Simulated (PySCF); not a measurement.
**One shape, several levels: N2H (dinitrogen monohydride)**

We compute a comparison of 6 runs (U-r2SCAN/def2-TZVPPD, UBHLYP/def2-TZVPPD, UBLYP/def2-TZVPPD, UM06-2X/def2-TZVPPD, UPBE0/def2-TZVPPD, USVWN5/def2-TZVPPD) of N2H (dinitrogen monohydride). Input form: a Python script.

Program for the calculation: PySCF 2.14.0.

2 further runs of the same task are left out: 1 that didn't finish, 1 set aside as unsound or not needed.

### Step 1. Starting point

N2H: 3 atoms, total charge 0, spin state doublet. As SMILES, `[N]=N`. The N1–N2 distance was set to 2.562 Å, away from the relaxed value. At this shape a bond of the SMILES string is far longer than usual.

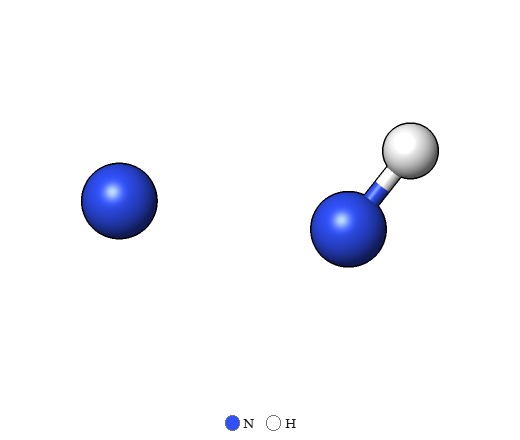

Viewed from a chosen angle; nitrogen blue, hydrogen white.

### Step 2. A single-point energy at U-r2SCAN/def2-TZVPPD (run 1)

The input, calc.py:

```python
from pyscf import gto, dft

molecule = gto.M(
    atom='''
N        1.885596      -1.073547       0.921735
N       -0.268660      -0.217710      -0.170100
H       -0.441870       0.824430      -0.156080
''',
    spin=1,
    verbose=3,
    max_memory=1860,
    basis='def2-tzvppd',
    charge=0,
)

myscf = dft.UKS(molecule)
myscf.xc = 'r2scan'
myscf.conv_tol = 1e-10
myscf.grids.level = 5
myscf.kernel()
if not myscf.converged:
    myscf = myscf.newton().run(myscf.mo_coeff, myscf.mo_occ)

energy = myscf.e_tot
print('E(%s) = %.9f' % ('R2SCAN', energy))
```

The run is started by

```sh
$ OMP_NUM_THREADS=1 python calc.py
```

Output:

```text
converged SCF energy = -109.799856764804  <S^2> = 2.6433872  2S+1 = 3.4019919
E(R2SCAN) = -109.799856765
```

It took 47 s on 1 thread of Arm Neoverse V2, shared host; peak memory 0.5 GiB.

### Step 3. The energy at UBHLYP/def2-TZVPPD (run 2)

The input, input.xyz:

```xyz
3
HN2
N      1.885596    -1.073547     0.921735
N     -0.268660    -0.217710    -0.170100
H     -0.441870     0.824430    -0.156080
```

The input, job.py:

```python
from pyscf import gto, dft

mol = gto.M(
    atom='input.xyz',
    max_memory=1860,
    spin=1,
    basis='def2-tzvppd',
    charge=0,
    verbose=3,
)

mf = dft.UKS(mol, xc='bhandhlyp')
mf.conv_tol = 1e-10
mf.grids.level = 5
mf.kernel()
if not mf.converged:
    mf = mf.newton().run(mf.mo_coeff, mf.mo_occ)

e_final = mf.e_tot
print(f'total energy: {e_final:.8f} hartree')
```

The run is started by

```sh
$ OMP_NUM_THREADS=1 python job.py
```

Output:

```text
converged SCF energy = -109.814508740034  <S^2> = 2.6946975  2S+1 = 3.4320242
total energy: -109.81450874 hartree
```

Run time: 20 s. Hardware: 1 thread of Arm Neoverse V2, shared host; peak memory 0.44 GiB.

### Step 4. The energy at UBLYP/def2-TZVPPD (run 3)

The input, calc.py:

```python
from pyscf import gto, dft

molecule = gto.M(
    atom='''
N      3.563260    -2.028710     1.741827
N     -0.507694    -0.411412    -0.321442
H     -0.835013     1.557947    -0.294948
''',
    unit='bohr',
    max_memory=1860,
    charge=0,
    verbose=3,
    basis='def2-tzvppd',
    spin=1,
)

mf = dft.UKS(molecule)
mf.xc = 'blyp'
mf.grids.level = 5
mf.conv_tol = 1e-10
mf.kernel()
if not mf.converged:
    mf = mf.newton().run(mf.mo_coeff, mf.mo_occ)

etot = mf.e_tot
print('E = %.10f Eh' % etot)
```

The run is started by

```sh
$ OMP_NUM_THREADS=1 python calc.py
```

Output:

```text
WARN: HOMO -0.198148418595382 >= LUMO -0.198148418595381

WARN: HOMO -0.17066419402277 >= LUMO -0.174442549742814

WARN: HOMO -0.281995306331492 >= LUMO -0.282375242781661

WARN: HOMO -0.280851999332409 >= LUMO -0.285381468386248

WARN: HOMO -0.301960983037439 >= LUMO -0.304755188305906

converged SCF energy = -109.826887215507  <S^2> = 2.5164488  2S+1 = 3.326529
E = -109.8268872155 Eh
```

It took 38 s on 1 thread of Arm Neoverse V2, shared host; peak memory 0.44 GiB.

Runs 4 to 5 aren't shown in full; the table further down has their settings and results.

### Step 5. A single-point energy at USVWN5/def2-TZVPPD (run 6)

The input, run.py:

```python
from pyscf import gto, dft

mol = gto.M(
    atom=[
    ('N', (1.885596, -1.073547, 0.921735)),
    ('N', (-0.268660, -0.217710, -0.170100)),
    ('H', (-0.441870, 0.824430, -0.156080)),
],
    basis='def2-tzvppd',
    max_memory=1860,
    verbose=3,
    spin=1,
)

mf = dft.UKS(mol, xc='svwn')
mf.grids.level = 5
mf.conv_tol = 1e-10
mf.kernel()
if not mf.converged:
    mf = mf.newton().run(mf.mo_coeff, mf.mo_occ)

e_final = mf.e_tot
print(f'total energy: {e_final:.8f} hartree')
```

The run is started by

```sh
$ OMP_NUM_THREADS=1 python run.py
```

Output:

```text
converged SCF energy = -108.90889500381  <S^2> = 2.5136071  2S+1 = 3.3248201
total energy: -108.90889500 hartree
```

Wall time 16 s (1 thread of Arm Neoverse V2, shared host); peak memory 0.3 GiB.

### Step 6. The series

| run | level | energy (Eh) | dipole moment (D) | HOMO energy (eV) | LUMO energy (eV) | wall time |
| --- | --- | --- | --- | --- | --- | --- |
| 1 | U-r2SCAN/def2-TZVPPD | -109.799857 | 1.46 | -8.12 | -3.49 | 47 s |
| 2 | UBHLYP/def2-TZVPPD | -109.814509 | 1.54 | -10.95 | -1.24 | 20 s |
| 3 | UBLYP/def2-TZVPPD | -109.826887 | 1.40 | -7.54 | -4.52 | 38 s |
| 4 | UM06-2X/def2-TZVPPD | -109.810281 | 1.49 | -10.88 | -1.71 | 48 s |
| 5 | UPBE0/def2-TZVPPD | -109.727225 | 1.49 | -9.37 | -2.60 | 20 s |
| 6 | USVWN5/def2-TZVPPD | -108.908895 | 1.44 | -7.77 | -4.94 | 16 s |

### Step 7. Summary of results

| quantity | value |
| --- | --- |
| run 6: total energy | -108.90890 Eh |
| run 6: dipole moment | 1.44 D |
| run 6: HOMO energy (highest over α and β) | -7.77 eV |
| run 6: LUMO energy (lowest over α and β) | -4.94 eV |
| run 6: ⟨S²⟩ | 2.514 |

**Reading.** The dipole moment (its size) runs from 1.40 D (UBLYP/def2-TZVPPD) to 1.54 D (UBHLYP/def2-TZVPPD). Totals of different functionals can't be ranked against each other. Spin contamination of the reference: run 2 ⟨S²⟩ = 2.69, run 4 ⟨S²⟩ = 2.68, run 5 ⟨S²⟩ = 2.66, run 1 ⟨S²⟩ = 2.64, run 3 ⟨S²⟩ = 2.52, run 6 ⟨S²⟩ = 2.51. Where it is this large, the reference is a mixture of spin states, and values that rest on it are in doubt. All runs together took 3.1 min, the longest 48 s.
